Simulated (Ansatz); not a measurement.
# GeH4O4: what the fields show

```xyz
9

Ge    0.5630    0.2791    0.1792
O    -0.2274   -0.8671   -1.0247
O     1.9816   -0.5507    0.8512
O    -0.6354    0.5368    1.4762
O    -1.5007   -0.1564   -1.2683
H    -1.5241    0.4440    1.0779
H     1.6992   -1.2577    1.4626
H    -1.4161    0.0135   -2.2298
H     1.0600    1.5584   -0.5243
```

Geometry: PBE-D4/def2-SVP.

Level of theory: Ansatz, RKS PBE0-D4/def2-TZVP.

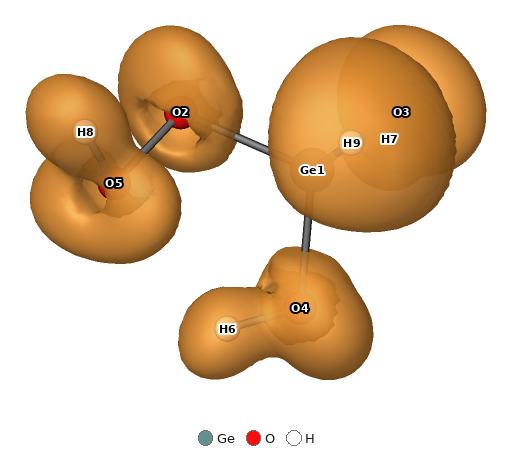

Figure 1. Isosurface of the ELF at 0.75 (orange), seen at a tilt. Only the valence region is drawn (cores and ρ < 0.01 e/Å³ removed).

> Describe the localisation domains.

The ELF exceeds this value in one region around a hydrogen nucleus, one region wrapped around O (its valence shell) and three joined regions spread over several atoms (H, O), in which their bonds and any lone pairs are merged. Profiles from the grid: O–O (1.48 Å): the ELF peaks at about 0.70 between the atoms. Ge–O (1.78 Å): the ELF peaks at about 0.85 in the valence shell of O, 0.6 Å from its nucleus, and is about 0.35 at the midpoint.

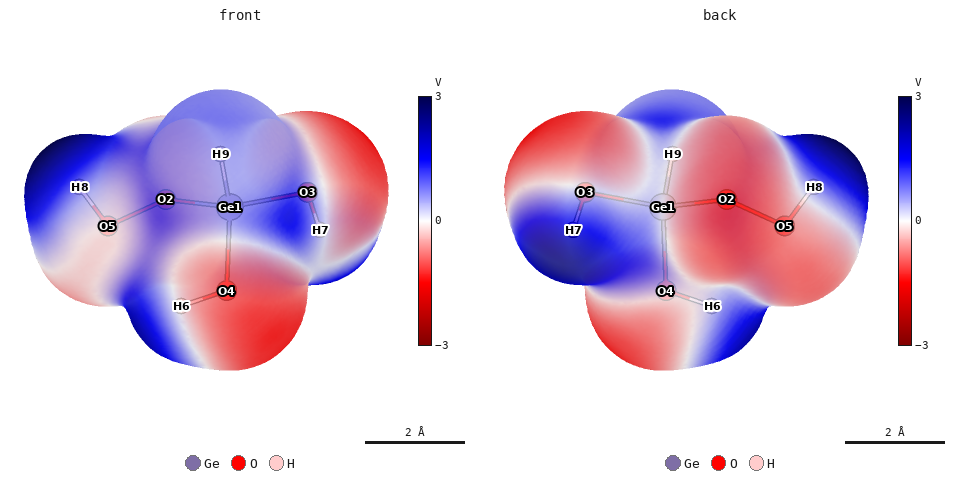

Figure 2. The electrostatic potential painted on the density surface at 0.002 e/bohr³, seen from the front and from behind; the colour scale runs from red (negative) to blue (positive).

> Which sites attract a positive test charge, and which a negative one?

A positive charge is drawn to the negative regions and a negative charge to the positive ones. The most negative region (about −1.4 V) lies over O3 and O4, the most positive (about +2.9 V) over H8.

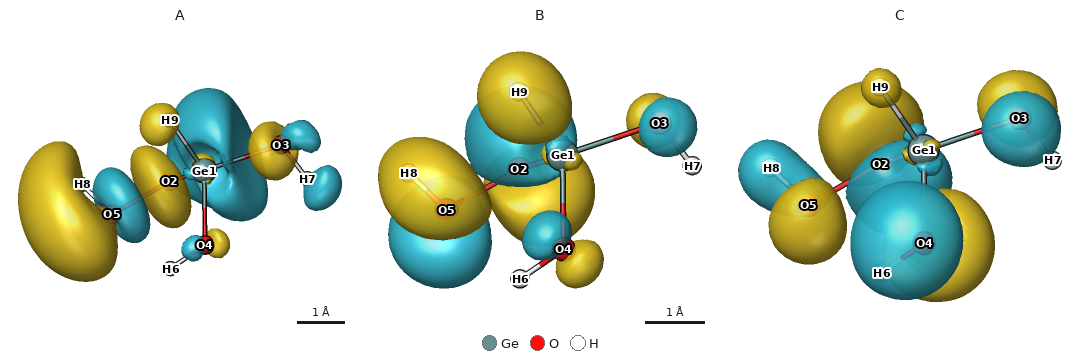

Figure 3. Three frontier orbitals at ±0.08 Å⁻³ᐟ² (yellow and cyan are the two phases), in no order.

> Which picture is the HOMO−1, the HOMO and the LUMO?

C is the HOMO−1 (−8.95 eV). Its weight (Hirshfeld) is mainly on O2 (about 40 %), O4 (about 35 %), O5 (about 10 %), Ge1 (about 5 %) and O3 (about 5 %). B is the HOMO (−8.22 eV). It lies mainly on O2 (about 45 %), O5 (about 40 %) and Ge1 (about 5 %); π-antibonding (π*) across O2–O5. A is the LUMO (−0.50 eV). By Hirshfeld shares it lies mainly on O5 (about 30 %), O2 (about 30 %), Ge1 (about 15 %), H8 (about 10 %) and O3 (about 5 %).

> What is the HOMO–LUMO gap?

7.72 eV between the orbital energies.

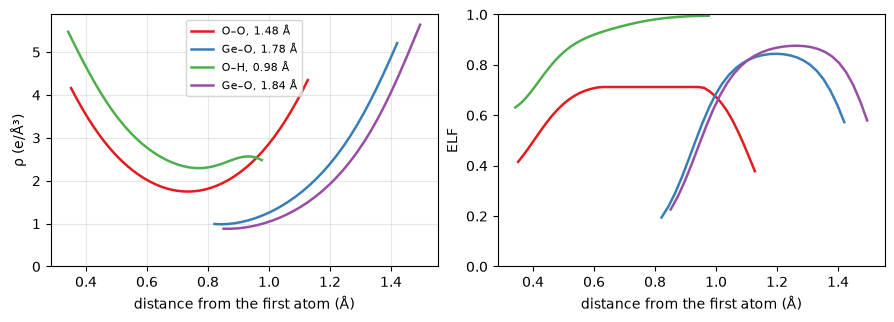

Figure 4. Total electron density and ELF along straight lines between neighbouring atoms. The curves leave out the atomic cores.

> Compare the contacts.

O–O (1.48 Å): ρ at the midpoint is about 1.7 e/Å³; the ELF peaks at about 0.70 between the atoms.
Ge–O (1.78 Å): ρ at the midpoint is about 1 e/Å³; the ELF peaks at about 0.85 in the valence shell of O, 0.6 Å from its nucleus, and is about 0.35 at the midpoint.
O–H (0.98 Å): ρ is about 3.6 e/Å³ halfway; the ELF climbs to about 1 towards the hydrogen, as it does in any bond to H (an ordinary covalent bond to hydrogen).
Ge–O (1.84 Å): ρ is about 0.91 e/Å³ halfway; the ELF peaks at about 0.90 in the valence shell of O, 0.6 Å from its nucleus, and is about 0.40 at the midpoint.
